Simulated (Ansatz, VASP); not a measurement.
# SnGe2: VASP beside Ansatz

Wanted: the spread between two codes on one cell, functional and k mesh. The cell is invented: As first built, before any earlier steps moved the atoms (in the runner's words): it takes the CaGe2 structure with some of its atoms replaced by other elements, volume scaled by an estimate. It may not be a known or stable phase. The cell is taken from a series of VASP runs on this material, whose earlier steps may have relaxed, scaled or displaced it; both programs get it as it stands. Valence electrons are named where the data sets of a main pair hold unlike numbers.

Main program and level: Ansatz 0.2.0; plane waves, with VASP 6.6.1 beside it; band structure at PBEsol and band structure at PBEsol, spin-orbit coupling.

## (1) The structure

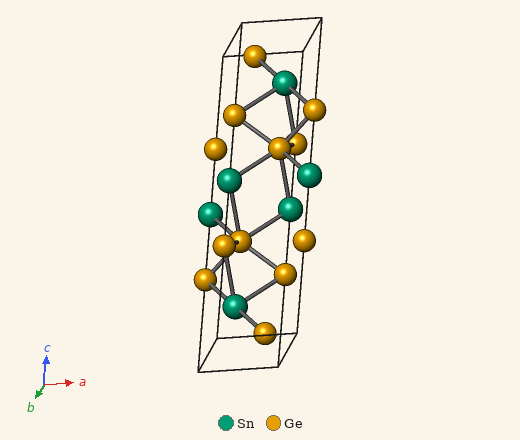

The cell as given, from a free direction (tin teal, germanium orange). This picture shows the conventional cell, with its axes. Bonds to atoms that aren't drawn are left out. Some periodic images of atoms are drawn too.

## (2) Ansatz: band structure, PBEsol

Ansatz runs on its default PAW (the set named soft_2) files.

A single point gives forces, pressure and levels at one fixed geometry, so differences don't come from the geometry; what else differs is listed under the comparison.

Contents of input.yaml:

```yaml
crystal:
  lattice:
    - [1.9160258615, 1.1062180455, 5.3377825448]
    - [-1.9160258615, 1.1062180455, 5.3377825448]
    - [0.0, -2.212436091, 5.3377825448]
  atoms:
    - { symbol: Sn, position: [0.5, 0.5, 0.5] }
    - { symbol: Ge, position: [0.2931286435, 0.2931286435, 0.2931286435] }
    - { symbol: Ge, position: [0.7068713565, 0.7068713565, 0.7068713565] }
hamiltonian:
  xc: pbesol
  pseudopotentials: { kind: paw }
kpoints:
  mp_grid: { grid: [8, 8, 8] }
  band_path:
    path:
      - [0.0, 0.0, 0.0]
      - [0.13333, 0.0, 0.0]
      - [0.3, 0.0, 0.0]
      - [0.46667, 0.0, 0.0]
      - [0.5, 0.03906, -0.03906]
      - [0.5, 0.10416, -0.10416]
      - [0.5, 0.16926, -0.16926]
      - [0.76407, 0.5, 0.23593]
      - [0.66251, 0.5, 0.33749]
      - [0.56094, 0.5, 0.43906]
      - [0.46667, 0.46667, 0.46667]
      - [0.3, 0.3, 0.3]
      - [0.13333, 0.13333, 0.13333]
      - [0.0, 0.0, 0.0]
      - [0.11588, 0.0, -0.11588]
      - [0.20859, 0.0, -0.20859]
      - [0.32447, 0.0, -0.32447]
      - [0.62188, 0.37812, 0.0]
      - [0.5711, 0.4289, 0.0]
      - [0.52031, 0.47969, 0.0]
      - [0.52031, 0.52031, 0.02604]
      - [0.5711, 0.5711, 0.09114]
      - [0.62188, 0.62188, 0.15624]
      - [0.64219, 0.64219, 0.21561]
      - [0.59141, 0.59141, 0.31718]
      - [0.54063, 0.54063, 0.41875]
      - [0.5, 0.0, 0.0]
      - [0.60157, 0.11588, 0.11588]
      - [0.70313, 0.23177, 0.23177]
      - [0.8047, 0.34765, 0.34765]
    npoints: 1
scf:
  occupations: { method: gaussian, width: 0.05 }
  n_extra_bands: 7
output:
  forces: true
  stress: true
  eigenvalues: true
  write_density: true
  write_potential: true
  elf: true
  volumetric_format: npy
```

Command:

```
$ ansatz run input.yaml --threads 2 --pin off --max-ram 4608MiB --backend cpu --events-out ev --progress --plain --runs-dir out
```

Numbers of over 12 decimals in the logs are rounded to 6 here.

Output:

```text
basis.fft_grid_basis auto: the FFT boxes are laid along the combinations [[1, -1, 0], [0, 1, 0], [0, -1, 1]] of the cell's own vectors, 3.832, 5.778 and 3.832 Å long. The dense box has 27×40×27 points. Along the cell's own vectors, as sized, it would have 40×40×40, 2.19 times as many. Of the 12 symmetry operations that the crystal satisfies within crystal.symmetry.tolerance (time reversal apart; of a slab, those that [...]
scf.n_extra_bands = 7 over 21 filled bands (N_el = 42.0): the run solves 28 bands
Engine: ansatz 0.2.0, aarch64-unknown-linux-gnu
Pseudopotentials: kind: paw
Pseudopotential: Sn, paw, valence charge 14, recommended cutoff 420 eV (normal), Sn.paw.azcp
Pseudopotential: Ge, paw, valence charge 14, recommended cutoff 420 eV (normal), Ge.paw.azcp
Functional definition: PBEsol
  exchange = pbesol_x
  correlation = pbesol_c
Crystal: 3 atoms, lattice volume = 67.882 Å³
Basis set: ecut = 420 eV, 1349 PW (Γ), FFT grids on a1−a2, a2, −a2+a3, exchange–correlation on 54×80×54 points (8 copies of the dense FFT grid, shifted against one another)
Bands: 28, of which v1, the nominal top of the filled ones, is band 21 counted from 1 (20 counted from 0)
Symmetry: 12 space group operations
Space group: R-3m (ITA 166), of the structure as read, at distance tolerance 4.1e-5 Å
k-points: 65 of 512
Non-local potential: Sn, projectors of the file, l = 0: 2, l = 1: 2, l = 2: 2, l = 3: 2
Non-local potential: Ge, projectors of the file, l = 0: 2, l = 1: 2, l = 2: 3, l = 3: 1
PAW form: soft (Blöchl's): semilocal exchange-correlation on the pseudo side does not see the compensation charge
PAW frozen core: Sn, regenerated for the run's functional, and the local potential with it (the file was generated under x = pbe(κ = 0.804, μ = 0.219515), c = pbe(β = 0.066725))
PAW frozen core: Ge, regenerated for the run's functional, and the local potential with it (the file was generated under x = pbe(κ = 0.804, μ = 0.219515), c = pbe(β = 0.066725))
PAW one-centre angular grid: Sn, 590 points (default); XC on 64 Gauss nodes
PAW one-centre angular grid: Ge, 590 points (default); XC on 64 Gauss nodes
Initial density: superposition of atomic densities (neutral atoms: chi_scale 0, normalization atom), corrected by the library's trained network
Initial wavefunctions: pseudopotential atomic-orbital guess
Functional: x = pbesol(κ = 0.804, μ = 0.123457), c = pbesol(β = 0.046)
SCF iter   1: F=—  HF=-14456.336078 eV  |F-HF|=—  |Δ(HF+E_count)|=         —  Δρ=2.27e-3  dr2=3.66e-3  ethr=1.77e-3  ⟨swp⟩=6.1  Hψ=8022  notcnv=0  defer=1
preconditioner: auto → Kerker (q_TF=auto, 2.518 Å⁻¹)  [metal: Δε(μ)=0.044 eV  Ē_g=22.650 eV  σ=0.050 eV  W_gap=0.44  n_scr=22 (ndim 8)  ℏωp=29.2 eV  f_vac=0.000  D(μ)=1.32/eV (n_scr^D=2)]
SCF iter   2: F=—  HF=-14456.333282 eV  |F-HF|=—  |Δ(HF+E_count)|=   2.80e-3  Δρ=1.37e-3  dr2=1.44e-3  ethr=8.70e-6  ⟨swp⟩=2.4  Hψ=3719  notcnv=0  defer=38
SCF iter   3: F=—  HF=-14456.332964 eV  |F-HF|=—  |Δ(HF+E_count)|=   3.18e-4  Δρ=3.58e-4  dr2=1.98e-4  ethr=3.44e-6  ⟨swp⟩=2.0  Hψ=2257  notcnv=0  defer=38
SCF iter   4: F=—  HF=-14456.332921 eV  |F-HF|=—  |Δ(HF+E_count)|=   4.33e-5  Δρ=1.25e-4  dr2=3.39e-5  ethr=4.72e-7  ⟨swp⟩=2.2  Hψ=2276  notcnv=0  defer=38
SCF iter   5: F=—  HF=-14456.332912 eV  |F-HF|=—  |Δ(HF+E_count)|=   9.18e-6  Δρ=4.06e-5  dr2=3.02e-6  ethr=8.07e-8  ⟨swp⟩=2.3  Hψ=2305  notcnv=0  defer=38
SCF iter   6: F=—  HF=-14456.332911 eV  |F-HF|=—  |Δ(HF+E_count)|=   4.20e-7  Δρ=3.29e-5  dr2=7.00e-7  ethr=7.20e-9  ⟨swp⟩=2.0  Hψ=3069  notcnv=0  defer=38
SCF iter   7: F=—  HF=-14456.332911 eV  |F-HF|=—  |Δ(HF+E_count)|=   3.13e-7  Δρ=1.95e-5  dr2=1.41e-7  ethr=1.67e-9  ⟨swp⟩=2.0  Hψ=3076  notcnv=0  defer=38
SCF iter   8: F=-14456.332911 eV  HF=-14456.332911 eV  |F-HF|=2.29e-8  |Δ(HF+E_count)|=   8.33e-8  Δρ=6.53e-6  dr2=1.61e-8  ethr=2.38e-10  ⟨swp⟩=11.6  Hψ=11444  notcnv=0
SCF 1 converged in 8 iterations: F = -14456.332911 eV  dr2 = 1.61e-8
  greatest PAW one-centre occupation: 0.998 electrons in one spin orbital (limit 2), on the Ge atom at site 2 (counted from 0), in its partial waves of l = 2
NSCF: frozen V_eff on 30 k-points
SCF converged after 8 iterations
Free energy (F): -14456.332911 eV
Harris-Foulkes:  -14456.332911 eV  (|F-HF|=2.29e-8)
Internal energy: -14456.331188 eV  (E = F + TS)
E sigma→0 (E₀):  -14456.332049 eV
Entropy (-TS):   -0.001723 eV (-0.574 meV/atom)
Fermi energy:    10.129312 eV
--- Per-component energies (eV) ---
  E_band       = -341.950860
  E_kinetic    = 409.061261
  E_local      = -5533.054774  (includes V_loc(G=0)·N_el)
  E_nonlocal   = 806.129139
  E_hartree    = 2587.567862
  E_xc         = -530.098681
  E_vxc        = -227.264415  (∫ρ·V_xc dr)
  E_paw        = -8018.094048  (= ΣΔE_a)
  E_vpaw       = -971.967582  (= ΣTr[D̂ρ^β])
  E_aug_tail   = 0.000594  (compensation charges beyond the density's cutoff)
  E_ewald      = -4179.963254
  E_core_change = 2.120712  (= ΣΔE_core)
  E_smearing   = -0.001723  (= −TS)
  E_closure    = 0.000000  (closes the sum)
  Σ components = -14456.332911   (vs F -14456.332911, Δ=0.00e0)
--- Forces (eV/Å), atoms counted from 1 ---
  atom   1  Sn     0.00000000    -0.00000000     0.00000000
  atom   2  Ge    -0.00000000     0.00000000    -0.00437539
  atom   3  Ge     0.00000000    -0.00000000     0.00437539
  max |Σ_I F_I| component: 3.70e-17 eV/Å
--- Stress (GPa, compression-positive) ---
        0.195294      -0.000000      -0.000000
       -0.000000       0.195294       0.000000
       -0.000000      -0.000000       0.165792
  P = ⅓ Tr σ = 0.1855 GPa (1.855 kbar)
--- Band table (eV; the first three rows and the last of 65) ---
  k-point 0: bands = [... 17 lower, 3.4937, 10.3713, 10.3713, 11.0217, 12.8615, 12.8615, 13.4388, 13.9952, ... 3 higher]
  k-point 1: bands = [... 17 lower, 3.9297, 8.2593, 9.9604, 10.9094, 12.3204, 12.3816, 14.0536, 14.7457, ... 3 higher]
  k-point 2: bands = [... 17 lower, 4.4806, 6.3056, 8.9337, 9.2853, 11.5238, 11.6940, 13.8152, 14.9790, ... 3 higher]
  k-point 64: bands = [... 17 lower, 8.5595, 9.5305, 9.9872, 9.9872, 13.3312, 13.3585, 13.3585, 14.5628, ... 3 higher]
```

Run time: 5.2 s. Hardware: 2 threads of Arm Neoverse V1, shared host; peak memory 0.41 GiB; 10 s of CPU time.

The column dr2 measures how far the density is from self-consistency, as an energy; F and HF (Harris–Foulkes) agree once it is small.

## (3) VASP: band structure, PBEsol

The same cell, functional, mesh and smearing now go to VASP, with its own data sets.

Lines of VASP's logs that name or quote its potential files are left out, and so is its time.

Contents of INCAR:

```
SYSTEM = SnGe2
PREC = Accurate
ENCUT = 410
EDIFF = 1E-06
NELM = 100
ISMEAR = 0
SIGMA = 0.05
LREAL = .FALSE.
ALGO = Normal
GGA = PS
NBANDS = 34
LORBIT = 11
LWAVE = .FALSE.
LCHARG = .FALSE.
```

Contents of POSCAR:

```
SnGe2
1.0
    1.9160258615      1.1062180455      5.3377825448
   -1.9160258615      1.1062180455      5.3377825448
    0.0000000000     -2.2124360910      5.3377825448
Sn Ge
1 2
Direct
    0.5000000000      0.5000000000      0.5000000000
    0.2931286435      0.2931286435      0.2931286435
    0.7068713565      0.7068713565      0.7068713565
```

Contents of KPOINTS:

```
Automatic mesh
0
Gamma
8 8 8
0 0 0
```

Contents of KPOINTS_OPT:

```
Line mode
16
Line-mode
Reciprocal
  0.00000000   0.00000000   0.00000000 GAMMA
  0.50000000   0.00000000   0.00000000 L

  0.50000000   0.00000000   0.00000000 L
  0.50000000   0.19529977  -0.19529977 B1

  0.80470023   0.50000000   0.19529977 B
  0.50000000   0.50000000   0.50000000 Z

  0.50000000   0.50000000   0.50000000 Z
  0.00000000   0.00000000   0.00000000 GAMMA

  0.00000000   0.00000000   0.00000000 GAMMA
  0.34764989   0.00000000  -0.34764989 X

  0.65235011   0.34764989   0.00000000 Q
  0.50000000   0.50000000   0.00000000 F

  0.50000000   0.50000000   0.00000000 F
  0.65235011   0.65235011   0.19529977 P1

  0.65235011   0.65235011   0.19529977 P1
  0.50000000   0.50000000   0.50000000 Z

  0.50000000   0.00000000   0.00000000 L
  0.80470023   0.34764989   0.34764989 P
```

PAW data sets: Sn_d and Ge_d (PBE family, release 64).

Command:

```
$ mpirun -np 1 vasp_std
```

Output:

```text
[banner, memory and clock lines left out]
running    1 mpi-ranks, on    1 nodes
 distrk:  each k-point on    1 cores,    1 groups
 distr:  one band on    1 cores,    1 groups

 POSCAR found type information on POSCAR SnGe
 POSCAR found :  2 types and       3 ions
|                                                                             |
|               ----> ADVICE to this user running VASP <----                  |
|                                                                             |
|     You enforced a specific xc type in the INCAR file but a different       |
|     [... a line on the potential file left out ...]
|     I HOPE YOU KNOW WHAT YOU ARE DOING!                                     |
|                                                                             |

 LDA part: xc-table for (Slater+PW92), standard interpolation
 POSCAR, INCAR and KPOINTS ok, starting setup
 FFT: planning ... GRIDC
 FFT: planning ... GRID_SOFT
 FFT: planning ... GRID
 WAVECAR not read
 entering main loop
       N       E                     dE             d eps       ncg     rms          rms(c)
DAV:   1     0.323447643393E+03    0.32345E+03   -0.17651E+04  5440   0.269E+03
DAV:   2     0.429619248465E+02   -0.28049E+03   -0.26937E+03  4420   0.571E+02
DAV:   3    -0.114294348852E+02   -0.54391E+02   -0.53816E+02  5040   0.156E+02
DAV:   4    -0.138399936026E+02   -0.24106E+01   -0.24073E+01  5074   0.388E+01
DAV:   5    -0.138892700357E+02   -0.49276E-01   -0.49271E-01  5402   0.582E+00    0.302E+00
DAV:   6    -0.137131470950E+02    0.17612E+00   -0.29150E-01  5650   0.332E+00    0.164E+00
DAV:   7    -0.136892692201E+02    0.23878E-01   -0.79966E-02  5854   0.201E+00    0.515E-01
DAV:   8    -0.136865297556E+02    0.27395E-02   -0.10671E-02  5074   0.724E-01    0.110E-01
DAV:   9    -0.136864851037E+02    0.44652E-04   -0.10427E-03  4974   0.222E-01    0.598E-02
DAV:  10    -0.136865034277E+02   -0.18324E-04   -0.15107E-04  6056   0.111E-01    0.228E-02
DAV:  11    -0.136865036690E+02   -0.24133E-06   -0.13399E-05  5744   0.329E-02    0.500E-03
DAV:  12    -0.136865029297E+02    0.73929E-06   -0.56813E-06  5550   0.227E-02
   1 F= -.13686503E+02 E0= -.13685640E+02  d E =-.172672E-02
 Start KPOINTS_OPT (optional k-point list driver)
k-point batch [1-65\144]
       N       E                     dE             ncg
DAV:   1    -0.915042900995E+04   -0.57487E+05     5480
DAV:   2    -0.275478560596E+05   -0.18397E+05     4428
DAV:   3    -0.312211145434E+05   -0.36733E+04     5004
DAV:   4    -0.313870929468E+05   -0.16598E+03     5088
DAV:   5    -0.313904748430E+05   -0.33819E+01     5416
DAV:   6    -0.313906000085E+05   -0.12517E+00     5804
DAV:   7    -0.313906049756E+05   -0.49672E-02     6082
DAV:   8    -0.313906050210E+05   -0.45341E-04     5098
DAV:   9    -0.313906050218E+05   -0.82597E-06     3392
[...]
k-point batch [131-144\144]
       N       E                     dE             ncg
DAV:   1     0.551588735514E+05   -0.19249E+05     1154
DAV:   2     0.511342602126E+05   -0.40246E+04      952
DAV:   3     0.503286665255E+05   -0.80559E+03     1060
DAV:   4     0.502921310196E+05   -0.36536E+02     1174
DAV:   5     0.502913597231E+05   -0.77130E+00     1248
DAV:   6     0.502913337676E+05   -0.25956E-01     1312
DAV:   7     0.502913329398E+05   -0.82776E-03     1368
DAV:   8     0.502913329337E+05   -0.61632E-05     1136
DAV:   9     0.502913329335E+05   -0.15578E-06      816
```

From OUTCAR (step 3):

```text
ion  position               nearest neighbor table
   1  0.500  0.500  0.500-   2 3.00   3 3.00   2 3.00   2 3.00   3 3.00   3 3.00   3 3.31   2 3.31

  LATTYP: Found a trigonal (rhomboedric) cell.
 ALAT       =     5.7781308363
 COS(alpha) =     0.7800834138

 Subroutine GETGRP returns: Found 12 space group operations
 (whereof 12 operations were pure point group operations)

The static configuration has the point symmetry D_3d.

 Found     65 irreducible k-points:

   k-points           NKPTS =     65   k-points in BZ     NKDIM =     65   number of bands    NBANDS=     34

   dimension x,y,z NGX =    40 NGY =   40 NGZ =   40
   dimension x,y,z NGXF=    80 NGYF=   80 NGZF=   80

   ENCUT  =  410.0 eV  30.13 Ry    5.49 a.u.   9.54  9.54  9.54*2*pi/ulx,y,z

   NELECT =      42.0000    total number of electrons

 k-points in reciprocal lattice and weights: Automatic mesh
   0.00000000  0.00000000  0.00000000       0.002
   0.12500000 -0.00000000  0.00000000       0.012
   0.25000000 -0.00000000  0.00000000       0.012
   0.37500000  0.00000000  0.00000000       0.012
   0.50000000 -0.00000000  0.00000000       0.006
   0.12500000  0.12500000  0.00000000       0.012
   0.25000000  0.12500000  0.00000000       0.023
   0.37500000  0.12500000  0.00000000       0.023
   0.50000000  0.12500000  0.00000000       0.023
[...]
-0.37500000  0.50000000  0.37500000       0.012
   0.50000000  0.50000000  0.50000000       0.002

 average (electrostatic) potential at core
       1-100.2960       2 -72.2416       3 -72.2416

 E-fermi :   6.6269

 k-point     1 :       0.0000    0.0000    0.0000
  band No.  band energies     occupation
    ...
     14     -14.8559      2.00000
     15     -14.8559      2.00000
     16      -5.8813      2.00000
     17      -0.3956      2.00000
     18      -0.0085      2.00000
     19       6.8656      0.00000
     20       6.8656      0.00000
     21       7.5225      0.00000
     22       9.3589      0.00000
     23       9.3589      0.00000
    ...

 k-point     2 :       0.1250   -0.0000    0.0000
  band No.  band energies     occupation
    ...
     16      -5.6735      2.00000
     17      -0.4722      2.00000
     18       0.4268      2.00000
     19       4.7551      2.00000
     20       6.4550      2.00000
     21       7.4072      0.00000
     22       8.8210      0.00000
     23       8.8793      0.00000
     24      10.5542      0.00000
     25      11.2491      0.00000
    ...

 k-point     3 :       0.2500   -0.0000    0.0000
  band No.  band energies     occupation
    ...
     17      -0.3178      2.00000
     18       0.9774      2.00000
     19       2.8010      2.00000
     20       5.4310      2.00000
     21       5.7801      2.00000
     22       8.0214      0.00000
     23       8.1945      0.00000
     24      10.3164      0.00000
     25      11.4784      0.00000
     26      12.8502      0.00000
    ...

  Total       -0.0185924     -0.0185924     -0.0307805      0.0000000      0.0000000      0.0000000
  in kB       -0.4388244     -0.4388244     -0.7264934      0.0000000      0.0000000      0.0000000
  external PRESSURE =      -0.5347140 kB  Pullay stress =       0.0000000 kB

  energy-cutoff  :      410.00
  volume of cell :       67.88
      direct lattice vectors                 reciprocal lattice vectors
     1.916025862  1.106218045  5.337782545     0.260956812  0.150663486  0.062447904
    -1.916025862  1.106218045  5.337782545    -0.260956812  0.150663486  0.062447904
     0.000000000 -2.212436091  5.337782545     0.000000000 -0.301326971  0.062447904

 POSITION                                       TOTAL-FORCE (eV/Angst)
 -----------------------------------------------------------------------------------
      0.00000      0.00000      8.00667         0.000000     -0.000000      0.000000
      0.00000      0.00000      4.69397         0.000000     -0.000000      0.003459
      0.00000      0.00000     11.31938         0.000000      0.000000     -0.003459
 -----------------------------------------------------------------------------------
    total drift:                                0.000000      0.000000      0.000000

  FREE ENERGIE OF THE ION-ELECTRON SYSTEM (eV)
  ---------------------------------------------------
  free  energy   TOTEN  =       -13.6865029297 eV

  energy  without entropy=      -13.6847762067  energy(sigma->0) =      -13.68563957

 total charge
# of ion       s       p       d       tot
------------------------------------------
    1        1.294   0.864   9.990  12.149
    2        1.193   1.098  10.021  12.311
    3        1.193   1.098  10.021  12.311
--------------------------------------------------
tot          3.680   3.060  30.032  36.772

[... 3 further parts left out ...]
```

The run ends at a pressure of -0.05 GPa, with forces up to 0.0035 eV/Å.

## (4) Comparison

Known differences besides the potentials themselves: the cutoff is 420 eV in Ansatz and 410 eV in VASP; Ansatz makes its cores anew for this functional, VASP keeps those of its PBE data sets; VASP leaves aspherical gradient terms in its spheres out (LASPH is not set), Ansatz keeps them. Total energies have different zeros and are not compared.

Both answers:

| quantity | Ansatz | VASP | difference |
| --- | --- | --- | --- |
| pressure (GPa) | 0.19 | -0.05 | +0.24 |

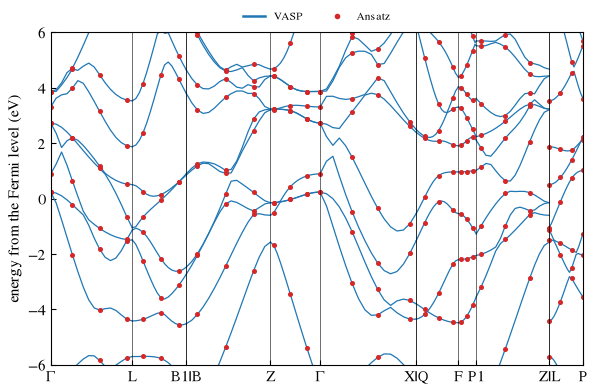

Bands from VASP (lines) and levels from Ansatz (dots). Dots without a line are higher empty bands that the VASP plot leaves out.

At this near-relaxed geometry the largest component of a force difference is 8 meV/Å. Levels from 3 eV below to 2 eV above the Fermi level differ by 2 meV r.m.s. and 5 meV at most; each VASP level is matched to the nearest of Ansatz, which flatters the figure a little.

(Continued in part 2 of 2.)

[Lines on the potential files, build, host, timing and source positions are cut from VASP's logs without a mark.]

[Logs are printed without paths, hosts, clocks, repeated set-up lines and the standing remarks that a program may print on its own settings, such as how far it seeks lower states.]

[Hosts, paths, dates, database ids (printed as entryN), source tags and the programs' standing remarks are cut or masked in the printed files.]
